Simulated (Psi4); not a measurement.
**Single-point calculation, with input and output: SnH$_{2}$F$_{2}$ (part 1 of 2)**

System: SnH$_{2}$F$_{2}$.
Method: PBE0/def2-SVP, UKS, dispersion D4, core potentials def2 (Psi4 1.11).

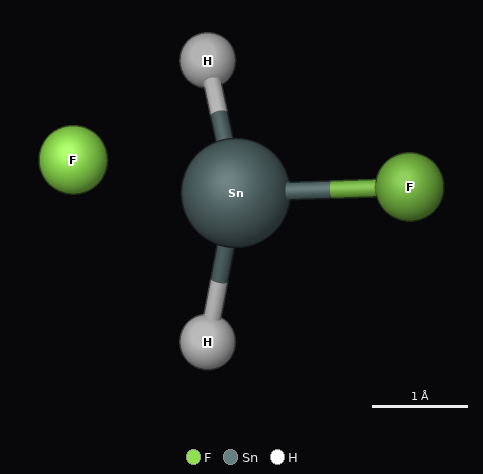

The structure (ball-and-stick view, seen at an oblique angle). Sticks mark near contacts. Bond lengths as drawn: F–Sn 1.91 Å and H–Sn 1.69 Å.

Input file (input.inp):
```
memory 1600 MB

molecule mol {
  0 1
  F
  Sn 1 R2
  F 2 R3 1 A3
  H 2 R4 1 A4 3 D4
  H 2 R5 4 A5 1 D5

  R2 = 1.908777
  R3 = 3.4359
  A3 = 103.28226
  R4 = 1.692281
  A4 = 107.06537
  D4 = -112.82324
  R5 = 1.69228
  A5 = 123.55331
  D5 = 124.88985
  symmetry c1
}

set {
  reference uks
  guess_mix true
}

set reference uhf
set stability_analysis follow
set max_attempts 5
energy('scf/def2-SVP')
set reference uks
set stability_analysis none
set guess read
set guess_mix false

result, w = energy('pbe0-d4/def2-SVP', return_wfn=True)
print_variables()
```

Hardware: 1 thread of Intel Xeon (Sapphire Rapids), 32 GiB of memory available, shared host.

Command:
```bash
psi4 input.inp input.out -n 1
```

Log:
```
Psi4 1.11 release

   => Loading Basis Set <=

    Name: DEF2-SVP
    Role: ORBITAL
    Keyword: BASIS

    !!!  WARNING: ECP capability is in beta. Please check occupations closely.  !!!

         ---------------------------------------------------------
                                   SCF
                              UHF Reference
                        1 Threads,   1525 MiB Core
         ---------------------------------------------------------

  ==> Geometry <==

    Molecular point group: c1
    Full point group: C1

    Geometry (in Angstrom), charge = 0, multiplicity = 1:

       Center              X                  Y                   Z               Mass
    ------------   -----------------  -----------------  -----------------  -----------------
         F            0.000000279877     0.389367443157    -1.782050416448    18.998403162730
         SN           0.000000279877     0.389367443157     0.126726583552   119.902201630000
         F            0.000000279877    -2.954622418937     0.916119142557    18.998403162730
         H           -1.491108615983     1.016883716650     0.623347737099     1.007825032230
         H            1.491064766827     1.016936144830     0.623411412026     1.007825032230

  Running in c1 symmetry.

  Rotational constants: A =      0.28590  B =      0.07734  C =      0.06291 [cm^-1]
  Rotational constants: A =   8571.05707  B =   2318.45027  C =   1885.87008 [MHz]
  Nuclear repulsion =  114.824886769104396

  Charge       = 0
  Multiplicity = 1
  Electrons    = 42
  Nalpha       = 21
  Nbeta        = 21

  ==> Algorithm <==

  SCF Algorithm Type is DF.
  DIIS enabled.
  MOM disabled.
  Fractional occupation disabled.
  Guess Type is SAD.
  Energy threshold   = 1.00e-06
  Density threshold  = 1.00e-06
  Integral threshold = 1.00e-12

  ==> Primary Basis <==

  Basis Set: DEF2-SVP
    Blend: DEF2-SVP
    Number of shells: 28
    Number of basis functions: 64
    Number of Cartesian functions: 68
    Spherical Harmonics?: true
    Max angular momentum: 2

  Core potential: DEF2-SVP
    Number of shells: 4
    Number of ECP primitives: 18
    Number of ECP core electrons: 28
    Max angular momentum: 3

   => Loading Basis Set <=

    Name: (DEF2-SVP AUX)
    Role: JKFIT
    Keyword: DF_BASIS_SCF

  ==> Integral Setup <==

  DFHelper Memory: AOs need 0.014 GiB; user supplied 1.118 GiB.
  SCF_SUBTYPE=INCORE selected. In-core MEM_DF algorithm will be used.
  Using in-core AOs.

  ==> MemDFJK: Density-Fitted J/K Matrices <==

    J tasked:                   Yes
    K tasked:                   Yes
    wK tasked:                   No
    Memory [MiB]:              1144
    Algorithm:                 Core
    Schwarz Cutoff:           1E-12
    Mask sparsity (%):       9.0820
    Fitting Condition:        1E-10

   => Auxiliary Basis Set <=

  Basis Set: (DEF2-SVP AUX)
    Blend: DEF2-UNIVERSAL-JKFIT
    Number of shells: 108
    Number of basis functions: 408
    Number of Cartesian functions: 535
    Spherical Harmonics?: true
    Max angular momentum: 5

  Minimum eigenvalue in the overlap matrix is 3.7254614748E-02.
  Reciprocal condition number of the overlap matrix is 1.0301197310E-02.
    Using symmetric orthogonalization.

  ==> Pre-Iterations <==

  SCF Guess: Superposition of Atomic Densities via on-the-fly atomic UHF (no occupation information).

   -------------------------
    Irrep   Nso     Nmo
   -------------------------
     A         64      64
   -------------------------
    Total      64      64
   -------------------------

  ==> Iterations <==

                           Total Energy        Delta E     RMS |[F,P]|

   @DF-UHF iter SAD:  -410.45941504634885   -4.10459e+02   0.00000e+00
  Mixing beta HOMO/LUMO orbitals (21,22)
   @DF-UHF iter   1:  -412.87780808012707   -2.41839e+00   1.00155e-02 ADIIS/DIIS
   @DF-UHF iter   2:  -412.50692420404545    3.70884e-01   1.68454e-02 ADIIS/DIIS
   @DF-UHF iter   3:  -412.63925724088068   -1.32333e-01   1.69757e-02 ADIIS/DIIS
   @DF-UHF iter   4:  -413.02642568224439   -3.87168e-01   3.02490e-03 ADIIS/DIIS
   @DF-UHF iter   5:  -413.04383029086222   -1.74046e-02   5.45794e-04 ADIIS/DIIS
   @DF-UHF iter   6:  -413.04723650309791   -3.40621e-03   3.42440e-04 ADIIS/DIIS
   @DF-UHF iter   7:  -413.04951055433003   -2.27405e-03   2.78890e-04 ADIIS/DIIS
   @DF-UHF iter   8:  -413.05058052500965   -1.06997e-03   1.82648e-04 ADIIS/DIIS
   @DF-UHF iter   9:  -413.05117201580572   -5.91491e-04   1.59615e-04 ADIIS/DIIS
   @DF-UHF iter  10:  -413.05180231526049   -6.30299e-04   1.61370e-04 ADIIS/DIIS
   @DF-UHF iter  11:  -413.05176502795916    3.72873e-05   1.57724e-04 ADIIS/DIIS
   @DF-UHF iter  12:  -413.05176593626004   -9.08301e-07   1.36162e-04 ADIIS/DIIS
   @DF-UHF iter  13:  -413.05189860752148   -1.32671e-04   3.19450e-05 DIIS
   @DF-UHF iter  14:  -413.05193273104607   -3.41235e-05   1.47760e-05 DIIS
   @DF-UHF iter  15:  -413.05193295768493   -2.26639e-07   3.19518e-05 DIIS
   @DF-UHF iter  16:  -413.05193546229566   -2.50461e-06   4.38643e-06 DIIS
   @DF-UHF iter  17:  -413.05193556438752   -1.02092e-07   1.85673e-06 DIIS
   @DF-UHF iter  18:  -413.05193560211933   -3.77318e-08   4.32820e-07 DIIS
  Energy and wave function converged.

    Negative totally symmetric eigenvalue detected: -0.135475
    Wavefunction unstable!
    Lowest UHF->UHF stability eigenvalues:
       A -0.135475

    Rotating orbitals by 0.5 * pi / 2 radians along unstable eigenvector.
    Running SCF again with the rotated orbitals.
   @DF-UHF iter  19:  -412.72553477082107   -4.12726e+02   9.79892e-03 ADIIS/DIIS
   @DF-UHF iter  20:  -412.93779269308351   -2.12258e-01   9.80207e-03 ADIIS/DIIS
   @DF-UHF iter  21:  -413.10821358315843   -1.70421e-01   1.25934e-03 ADIIS/DIIS
   @DF-UHF iter  22:  -413.12332857162932   -1.51150e-02   9.73634e-04 ADIIS/DIIS
   @DF-UHF iter  23:  -413.12811101321040   -4.78244e-03   4.55680e-04 ADIIS/DIIS
   @DF-UHF iter  24:  -413.13009205478437   -1.98104e-03   1.40241e-04 ADIIS/DIIS
   @DF-UHF iter  25:  -413.13018243545679   -9.03807e-05   7.34665e-05 DIIS
   @DF-UHF iter  26:  -413.13019697019791   -1.45347e-05   2.20214e-05 DIIS
   @DF-UHF iter  27:  -413.13019862815440   -1.65796e-06   1.05443e-05 DIIS
   @DF-UHF iter  28:  -413.13019894570033   -3.17546e-07   3.61934e-06 DIIS
   @DF-UHF iter  29:  -413.13019906063533   -1.14935e-07   1.87452e-06 DIIS
   @DF-UHF iter  30:  -413.13019910831247   -4.76771e-08   1.49586e-06 DIIS
   @DF-UHF iter  31:  -413.13019915470261   -4.63901e-08   1.39185e-06 DIIS
   @DF-UHF iter  32:  -413.13019919576658   -4.10640e-08   1.36510e-06 DIIS
   @DF-UHF iter  33:  -413.13019928698401   -9.12174e-08   1.31829e-06 DIIS
   @DF-UHF iter  34:  -413.13019989892115   -6.11937e-07   9.67313e-07 DIIS
    Wavefunction stable under totally symmetric rotations.
    Lowest totally symmetric eigenvalue: 0.005313
    Lowest UHF->UHF stability eigenvalues:
       A 0.005313

    Stability analysis over.

  ==> Post-Iterations <==

   @Spin Contamination Metric:   9.645642173E-01
   @S^2 Expected:                0.000000000E+00
   @S^2 Observed:                9.645642173E-01
   @S   Expected:                0.000000000E+00
   @S   Observed:                0.000000000E+00

    Orbital Energies [Eh]
    ---------------------

    Alpha Occupied:

       1A    -26.341418     2A    -26.221638     3A     -5.901255
       4A     -4.093687     5A     -4.089400     6A     -4.086053
       7A     -1.497116     8A     -1.441641     9A     -1.358823
      10A     -1.356866    11A     -1.353926    12A     -1.352247
      13A     -1.340209    14A     -0.705862    15A     -0.671056
      16A     -0.670938    17A     -0.602811    18A     -0.598909
      19A     -0.565728    20A     -0.488382    21A     -0.324559

    Alpha Virtual:

      22A      0.068139    23A      0.084836    24A      0.119724
      25A      0.163366    26A      0.260056    27A      0.324079
      28A      0.356178    29A      0.419589    30A      0.482186
      31A      0.495377    32A      0.537053    33A      0.588019
      34A      0.621473    35A      0.894902    36A      0.913435
      37A      1.376385    38A      1.414699    39A      1.420002
      40A      1.541751    41A      1.562752    42A      1.581901
      43A      1.615589    44A      1.704475    45A      1.711124
      46A      1.814473    47A      1.855421    48A      2.019066
      49A      2.072528    50A      2.185957    51A      3.426210
      52A      3.426210    53A      3.468148    54A      3.468548
      55A      3.484715    56A      3.516029    57A      3.516981
      58A      3.528801    59A      3.539550    60A      3.631068
      61A     15.001394    62A     15.382658    63A     15.617026
      64A     52.335231

    Beta Occupied:

       1A    -26.390073     2A    -26.219099     3A     -5.896153
       4A     -4.088553     5A     -4.085765     6A     -4.083464
       7A     -1.628007     8A     -1.491139     9A     -1.354198
      10A     -1.352218    11A     -1.349232    12A     -1.348061
      13A     -1.336346    14A     -0.827866    15A     -0.720764
      16A     -0.720754    17A     -0.674663    18A     -0.596316
      19A     -0.583700    20A     -0.547495    21A     -0.465754

    Beta Virtual:

      22A      0.022815    23A      0.103334    24A      0.132721
      25A      0.192280    26A      0.267100    27A      0.336661
      28A      0.396438    29A      0.431934    30A      0.503997
      31A      0.532739    32A      0.577514    33A      0.604693
      34A      0.637638    35A      0.911994    36A      0.928997
      37A      1.299305    38A      1.391205    39A      1.396857
      40A      1.423776    41A      1.544661    42A      1.583095
      43A      1.585837    44A      1.717832    45A      1.721043
      46A      1.824601    47A      1.865016    48A      2.024875
      49A      2.081871    50A      2.194475    51A      3.318905
      52A      3.339952    53A      3.340345    54A      3.410810
      55A      3.410810    56A      3.519060    57A      3.519922
      58A      3.533787    59A      3.541503    60A      3.634560
      61A     15.015459    62A     15.385222    63A     15.620355
      64A     52.337243

    Final Occupation by Irrep:
              A
    DOCC [    21 ]
    SOCC [     0 ]
    NA   [    21 ]
    NB   [    21 ]

  @DF-UHF Final Energy:  -413.13019989892115

   => Energetics <=

    Nuclear Repulsion Energy =            114.8248867691043955
    One-Electron Energy =                -885.0880180392829288
    Two-Electron Energy =                 357.1329313712573708
    Total Energy =                       -413.1301998989211484

  UHF NO Occupations:
  HONO-2 :   19  A 1.9990805
  HONO-1 :   20  A 1.9989329
  HONO-0 :   21  A 1.2022869
  LUNO+0 :   22  A 0.7977131
  LUNO+1 :   23  A 0.0010671
  LUNO+2 :   24  A 0.0009195
  LUNO+3 :   25  A 0.0002177

Computation Completed

Properties will be evaluated at   0.000000,   0.000000,   0.000000 [a0]

Properties computed using the SCF density matrix

 Multipole Moments:

 ------------------------------------------------------------------------------------
     Multipole            Electronic (a.u.)      Nuclear  (a.u.)        Total (a.u.)
 ------------------------------------------------------------------------------------

 L = 1.  Multiply by 2.5417464519 to convert [e a0] to [Debye]
 Dipole X            :          0.0000779           -0.0000617            0.0000162
 Dipole Y            :         23.8245254          -23.5977493            0.2267760
 Dipole Z            :          8.2400266           -7.1027954            1.1372312
 Magnitude           :                                                    1.1596215

 ------------------------------------------------------------------------------------

	total time  =          2 seconds =       0.03 minutes

   => Loading Basis Set <=

    Name: DEF2-SVP
    Role: ORBITAL
    Keyword: BASIS

    !!!  WARNING: ECP capability is in beta. Please check occupations closely.  !!!

   => PBE0-D4(BJ,EEQ)ATM: Empirical Dispersion <=

        a1 =       0.400856
        a2 =       5.029288
       alp =      16.000000
        s6 =       1.000000
        s8 =       1.200655
        s9 =       1.000000
        ga =       3.000000
        gc =       2.000000
        wf =       6.000000

         ---------------------------------------------------------
                                   SCF
                              UKS Reference
                        1 Threads,   1525 MiB Core
         ---------------------------------------------------------

  ==> Geometry <==

    Molecular point group: c1
    Full point group: C1

    Geometry (in Angstrom), charge = 0, multiplicity = 1:
```
